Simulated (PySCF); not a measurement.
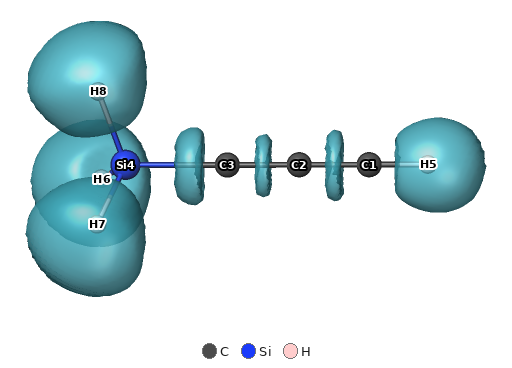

C3H4Si (triplet). Isosurface of the ELF at 0.85 (cyan), seen across its widest extent. Core shells and regions of very low density are left out.

Geometry: GFN2-xTB.

Theory: UKS B3LYP, pcH-1 on C H Si, non-relativistic, mean-field spin-orbit, GIAO in PySCF 2.14.0, density-fitted response routines.

The calculation's input:

```
{"job": {"kind": "epr", "basis": "pcH-1"}, "charge": 0, "multiplicity": 3}
C      2.497303     0.402891     0.949997
C      1.340266     0.215897     0.516598
C      0.153666     0.026900     0.068171
Si    -1.532217    -0.245636    -0.557695
H      3.466388     0.559416     1.317077
H     -1.947363     0.928705    -1.334530
H     -1.533753    -1.439358    -1.411887
H     -2.435232    -0.439403     0.583185
```

Launched as:

```sh
OMP_NUM_THREADS=1 python probes_run.py task.json out
```

> Identify the bonds, lone pairs and shells in this picture.

The surface consists of two regions between bonded C–C atoms (shared pairs), one region between bonded C–Si atoms (shared pairs) and four regions around hydrogen nuclei.

Values along the shortest contacts:
C–C (1.25 Å): the ELF peaks at about 0.90 between the atoms (a short, multiple covalent bond). C–Si (1.82 Å): the ELF peaks at about 0.95 between the atoms, as expected for a shared electron pair.
